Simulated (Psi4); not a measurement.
# CHCl2F (dichlorofluoromethane): levels of theory compared

Aim: a comparison of 5 runs (U-r2SCAN0-D4/3-21G, B3LYP/6-31G*, wB97X/def2-SVP, SOS-MP2/jun-cc-pV(D+d)Z) of CHCl2F (dichlorofluoromethane). 

The calculation is run with Psi4 1.11.

2 further runs of the same task are left out: 1 that didn't finish, 1 set aside as unsound or not needed.

### 1 The system as given

The species is CHCl2F (5 atoms), meant as a singlet with charge 0. As SMILES, `FC(Cl)Cl`. The shape is that of a PBE0-D4/def2-TZVP optimisation.

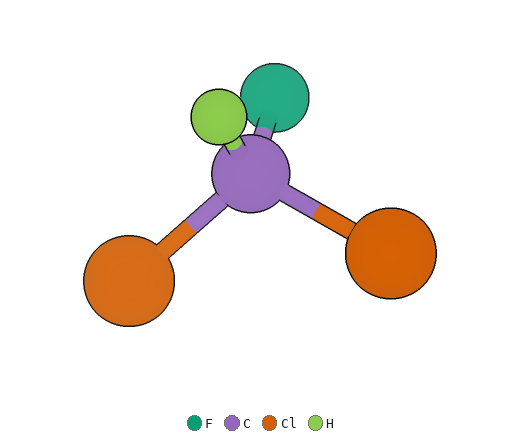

The structure, seen from a chosen angle (fluorine teal, carbon purple, chlorine orange, hydrogen green).

### 2 Energy and one-electron properties at U-r2SCAN0-D4/3-21G (ddCOSMO carbon tetrachloride) (run 1)

calc.py reads:

```python
import psi4

psi4.set_memory('1600 MB')
psi4.set_num_threads(1)
psi4.core.set_output_file('output.dat', False)

mol = psi4.geometry("""
0 1
F
C 1 1.340442
Cl 2 1.759121 1 109.44472
Cl 2 1.759127 1 109.44475 3 122.53864
H 2 1.087692 1 109.65805 3 -118.72859
symmetry c1
""")

psi4.set_options({
    'reference': 'uks',
    'scf_type': 'direct',
    'ddx': True,
    'ddx_model': 'cosmo',
    'ddx_solvent': 'carbontetrachloride',
    'ddx_radii_set': 'uff',
})

E, wfn = psi4.energy("r2scan0-d4/3-21G", return_wfn=True)
psi4.oeprop(wfn, "LOWDIN_CHARGES", "MULLIKEN_CHARGES", "QUADRUPOLE", title="R2SCAN0-D4")
print('E =', round(E, 9))
```

Launch:

```bash
$ python calc.py
```

output.dat:

```text
[...]
  Running in c1 symmetry.
[...]
  Nuclear repulsion =  211.954273436099840
[...]
  Multiplicity = 1
[...]
  Nalpha       = 25
  Nbeta        = 25
[...]
    Number of basis functions: 46
[...]
   @DF-UKS iter   1: -1053.50914645788748    5.07189e-03   6.09654e-03 ADIIS/DIIS
[...]
   @UKS iter   9: -1053.54656470606369   -1.07843e-09   2.50949e-07 DIIS
[...]
   @S^2 Observed:               -6.039613254E-14
[...]
    Orbital Energies [Eh]
    ---------------------
    Alpha Occupied:
       1A   -101.411697     2A   -101.411432     3A    -24.874183
       4A    -10.514670     5A     -9.632006     6A     -9.631059
       7A     -7.319352     8A     -7.319266     9A     -7.308044
      10A     -7.307876    11A     -7.307772    12A     -7.307644
      13A     -1.346138    14A     -0.991781    15A     -0.909830
      16A     -0.720151    17A     -0.604963    18A     -0.564603
      19A     -0.557636    20A     -0.435416    21A     -0.429488
      22A     -0.388333    23A     -0.366808    24A     -0.361507
      25A     -0.352171
    Alpha Virtual:
[...]
  @UKS Final Energy: -1053.54656470606369
   => Energetics <=
    Nuclear Repulsion Energy =            211.9542734360998395
    One-Electron Energy =               -1877.1803300447381844
    Two-Electron Energy =                 666.5053328615100554
    DFT Exchange-Correlation Energy =     -54.8225157881221890
    Empirical Dispersion Energy =          -0.0010427841067421
    VV10 Nonlocal Energy =                  0.0000000000000000
    DD Solvation Energy =                 -0.0022823867067112
    Total Energy =                      -1053.5465647060636911
[...]
 Multipole Moments:
 ------------------------------------------------------------------------------------
     Multipole            Electronic (a.u.)      Nuclear  (a.u.)        Total (a.u.)
 ------------------------------------------------------------------------------------
 L = 1.  Multiply by 2.5417464519 to convert [e a0] to [Debye]
 Dipole X            :          0.6560228           -1.2574498           -0.6014270
 Dipole Y            :         -0.3595359            0.6892668            0.3297309
 Dipole Z            :         -0.5981949            0.8210959            0.2229010
 Magnitude           :                                                    0.7211947
 L = 2.  Multiply by 1.3450342976 to convert [e a0^2] to [Debye ang]
 Quadrupole XX       :       -110.3966433           84.2588753          -26.1377680
 Quadrupole XY       :        -96.0310669           94.6337431           -1.3973238
[...]
  Mulliken Charges: (a.u.)
   Center  Symbol    Alpha    Beta     Spin     Total
       1     F     4.63465  4.63465 -0.00000 -0.26930
       2     C     3.16861  3.16861 -0.00000 -0.33722
       3    CL     8.43575  8.43575  0.00000  0.12850
       4    CL     8.43574  8.43574  0.00000  0.12852
       5     H     0.32525  0.32525  0.00000  0.34951
   Total alpha = 25.00000, Total beta = 25.00000, Total charge = -0.00000
  Lowdin Charges: (a.u.)
   Center  Symbol    Alpha    Beta     Spin     Total
       1     F     4.56142  4.56142 -0.00000 -0.12284
[...]
```

Standard output:

```text
E = -1053.546564706
```

It took 12 s on 1 thread of AMD EPYC 7R43 (Zen 3), shared host; peak memory 0.49 GiB.

Atomic charges (e):

| atom | Löwdin | Mulliken |
| --- | --- | --- |
| F1 | -0.123 | -0.269 |
| C2 | -0.030 | -0.337 |
| Cl3 | +0.008 | +0.129 |
| Cl4 | +0.008 | +0.129 |
| H5 | +0.136 | +0.350 |

### 3 The charge distribution at U-r2SCAN0-D4/3-21G (density fitting, ddCOSMO carbon tetrachloride) (run 2)

chcl2f.py reads:

```python
import psi4

psi4.set_memory(1600000000)
psi4.set_num_threads(1)
psi4.core.set_output_file('chcl2f.out', False)

geom = psi4.geometry("""
F     -1.11607225     0.25038871     2.32511902
C      0.01209425     0.18783878     0.05801459
Cl     2.75881117    -1.67580913     0.23980625
Cl    -2.11724915    -0.99248416    -2.20549936
H      0.55671332     2.09079298    -0.49605311
units bohr
symmetry c1
""")

psi4.set_options(dict(reference='uks', scf_type='disk_df', ddx=True, ddx_model='cosmo', ddx_solvent='carbontetrachloride', ddx_radii_set='uff'))

e, wfn = psi4.energy("r2scan0-d4/3-21G", molecule=geom, return_wfn=True)
psi4.oeprop(wfn, "LOWDIN_CHARGES", "MULLIKEN_CHARGES", "QUADRUPOLE", title="R2SCAN0-D4")
print('E =', round(e, 9))
```

Launch:

```bash
$ python chcl2f.py
```

chcl2f.out:

```text
[...]
  Running in c1 symmetry.
[...]
  Nuclear repulsion =  211.954260614538413
[...]
  Multiplicity = 1
[...]
  Nalpha       = 25
  Nbeta        = 25
[...]
    Number of basis functions: 46
[...]
   @DF-UKS iter   1: -1053.50911994772014    5.09980e-03   6.09756e-03 ADIIS/DIIS
[...]
   @DF-UKS iter   7: -1053.54673784220154   -4.71300e-08   4.28254e-07 DIIS
[...]
   @S^2 Observed:               -4.973799150E-14
[...]
    Orbital Energies [Eh]
    ---------------------
    Alpha Occupied:
       1A   -101.411780     2A   -101.411514     3A    -24.874218
       4A    -10.514718     5A     -9.632019     6A     -9.631072
       7A     -7.319358     8A     -7.319272     9A     -7.308050
      10A     -7.307882    11A     -7.307778    12A     -7.307650
      13A     -1.346143    14A     -0.991805    15A     -0.909847
      16A     -0.720175    17A     -0.604985    18A     -0.564617
      19A     -0.557645    20A     -0.435426    21A     -0.429498
      22A     -0.388344    23A     -0.366819    24A     -0.361526
      25A     -0.352179
    Alpha Virtual:
[...]
  @DF-UKS Final Energy: -1053.54673784220154
   => Energetics <=
    Nuclear Repulsion Energy =            211.9542606145384127
    One-Electron Energy =               -1877.1807020947894671
    Two-Electron Energy =                 666.5055553717538714
    DFT Exchange-Correlation Energy =     -54.8225366362906783
    Empirical Dispersion Energy =          -0.0010427840991718
    VV10 Nonlocal Energy =                  0.0000000000000000
    DD Solvation Energy =                 -0.0022723133146562
    Total Energy =                      -1053.5467378422015372
[...]
 Multipole Moments:
 ------------------------------------------------------------------------------------
     Multipole            Electronic (a.u.)      Nuclear  (a.u.)        Total (a.u.)
 ------------------------------------------------------------------------------------
 L = 1.  Multiply by 2.5417464519 to convert [e a0] to [Debye]
 Dipole X            :         -0.3580064            0.5410048            0.1829984
 Dipole Y            :         -0.7275211            1.4021284            0.6746072
 Dipole Z            :          0.5104448           -0.6868901           -0.1764453
 Magnitude           :                                                    0.7209135
 L = 2.  Multiply by 1.3450342976 to convert [e a0^2] to [Debye ang]
 Quadrupole XX       :       -245.5974931          217.0770555          -28.5204376
 Quadrupole XY       :         43.6585097          -43.0050172            0.6534924
[...]
  Mulliken Charges: (a.u.)
   Center  Symbol    Alpha    Beta     Spin     Total
       1     F     4.63464  4.63464  0.00000 -0.26928
       2     C     3.16864  3.16864  0.00000 -0.33728
       3    CL     8.43573  8.43573 -0.00000  0.12854
       4    CL     8.43572  8.43572 -0.00000  0.12855
       5     H     0.32527  0.32527  0.00000  0.34946
   Total alpha = 25.00000, Total beta = 25.00000, Total charge = -0.00000
  Lowdin Charges: (a.u.)
   Center  Symbol    Alpha    Beta     Spin     Total
       1     F     4.56141  4.56141  0.00000 -0.12282
[...]
```

Standard output:

```text
E = -1053.546737842
```

Run time: 10 s. Hardware: 1 thread of AMD EPYC 7R43 (Zen 3), shared host; peak memory 0.49 GiB.

Atomic charges (e):

| atom | Löwdin | Mulliken |
| --- | --- | --- |
| F1 | -0.123 | -0.269 |
| C2 | -0.030 | -0.337 |
| Cl3 | +0.008 | +0.129 |
| Cl4 | +0.008 | +0.129 |
| H5 | +0.136 | +0.349 |

Runs 3 to 4 aren't shown in full; the table further down has their settings and results.

### 4 The energy at SOS-MP2/jun-cc-pV(D+d)Z (run 5)

chcl2f.inp reads:

```
memory 1600 mb

molecule molecule1 {
  0 1
  F     -0.590600     0.132500     1.230400
  C      0.006400     0.099400     0.030700
  Cl     1.459900    -0.886800     0.126900
  Cl    -1.120400    -0.525200    -1.167100
  H      0.294600     1.106400    -0.262500
  symmetry c1
}

set reference rhf
set scf_type pk
set freeze_core true
set mp2_type conv
set screening schwarz
set print 2

E = energy('sos-mp2/jun-cc-pV(D+d)Z')
print_variables()
```

Launch:

```bash
$ psi4 chcl2f.inp chcl2f.out -n 1
```

chcl2f.out:

```text
[...]
  Running in c1 symmetry.
[...]
  Nuclear repulsion =  211.954260524294256
[...]
  Multiplicity = 1
[...]
  Nalpha       = 25
  Nbeta        = 25
[...]
      Number of basis functions:        95
[...]
   @RHF iter   1: -1056.82910289287065   -1.54857e-01   3.78639e-03 DIIS/ADIIS
[...]
   @RHF iter  12: -1056.89658417996156   -2.95586e-12   2.55739e-09 DIIS
[...]
    Orbital Energies [Eh]
    ---------------------
    Doubly Occupied:
       1A   -104.864594     2A   -104.864592     3A    -26.357691
       4A    -11.465044     5A    -10.592497     6A    -10.592482
       7A     -8.060198     8A     -8.060195     9A     -8.056430
      10A     -8.056427    11A     -8.056368    12A     -8.056366
      13A     -1.682242    14A     -1.210900    15A     -1.124979
      16A     -0.924207    17A     -0.787373    18A     -0.747523
      19A     -0.730919    20A     -0.610785    21A     -0.578771
      22A     -0.509620    23A     -0.486373    24A     -0.479386
      25A     -0.464754
[...]
  @RHF Final Energy: -1056.89658417996156
   => Energetics <=
    Nuclear Repulsion Energy =            211.9542605242942557
    One-Electron Energy =               -1882.8602613310536071
    Two-Electron Energy =                 614.0094166267978153
    Total Energy =                      -1056.8965841799613372
[...]
 Multipole Moments:
 ------------------------------------------------------------------------------------
     Multipole            Electronic (a.u.)      Nuclear  (a.u.)        Total (a.u.)
 ------------------------------------------------------------------------------------
 L = 1.  Multiply by 2.5417464519 to convert [e a0] to [Debye]
 Dipole X            :         -0.3286474            0.5410048            0.2123574
 Dipole Y            :         -0.9100167            1.4021284            0.4921117
 Dipole Z            :          0.4009549           -0.6868901           -0.2859352
 Magnitude           :                                                    0.6074772
[...]
	SCS-MP2 Total Energy (a.u.)        : -1057.48471773812321
	SOS-MP2 Total Energy (a.u.)        : -1057.47417104100759
	SCSN-MP2 Total Energy (a.u.)       : -1057.18685986583409
[...]
	SOS-PI-MP2 Total Energy (a.u.)     : -1057.51860079954963
[...]
	MP2 Total Energy (a.u.)            : -1057.50581113235467
[...]
```

Wall time 18 s (1 thread of AMD EPYC 7R43 (Zen 3), shared host); peak memory 0.57 GiB.

### 5 The series

| run | level | integrals | integral approximation | energy (Eh) | dipole moment (D) | HOMO energy (eV) | LUMO energy (eV) | wall time |
| --- | --- | --- | --- | --- | --- | --- | --- | --- |
| 1 | U-r2SCAN0-D4/3-21G (ddCOSMO carbon tetrachloride) | direct | none | -1053.546565 | 1.83 | -9.58 | -0.16 | 12 s |
| 2 | U-r2SCAN0-D4/3-21G (density fitting, ddCOSMO carbon tetrachloride) | disk_df | program's default | -1053.546738 | 1.83 | -9.58 | -0.16 | 10 s |
| 3 | B3LYP/6-31G* (spherical functions) | pk | none | -1058.913371 | 1.34 | -8.75 | -0.43 | 8.1 s |
| 4 | wB97X/def2-SVP | pk | none | -1058.505971 | 1.36 | -11.41 | 2.79 | 9.6 s |
| 5 | SOS-MP2/jun-cc-pV(D+d)Z | pk | none | -1057.474171 | – | -12.65 | 1.89 | 18 s |

### 6 Outcome

| quantity | value |
| --- | --- |
| run 5: total energy | -1057.47417 Eh |
| run 5: HOMO energy (Hartree–Fock orbitals) | -12.65 eV |
| run 5: LUMO energy (Hartree–Fock orbitals) | 1.89 eV |
| run 5: HOMO–LUMO gap (Hartree–Fock orbitals) | 14.53 eV |
| run 5: correlation energy (12 core orbitals frozen) | -577.6 mEh |

What this shows: Over runs 1, 2, 3, 4 the dipole moment (its size) runs from 1.34 D (B3LYP/6-31G*) to 1.83 D (U-r2SCAN0-D4/3-21G). The two ends differ in method and basis and solvent. Over runs 1, 2, 3, 4 the HOMO–LUMO gap runs from 8.32 eV (B3LYP/6-31G*) to 14.20 eV (wB97X/def2-SVP). The two ends differ in method and basis. Totals of different functionals can't be ranked against each other. All runs together took 58 s, the longest 18 s.
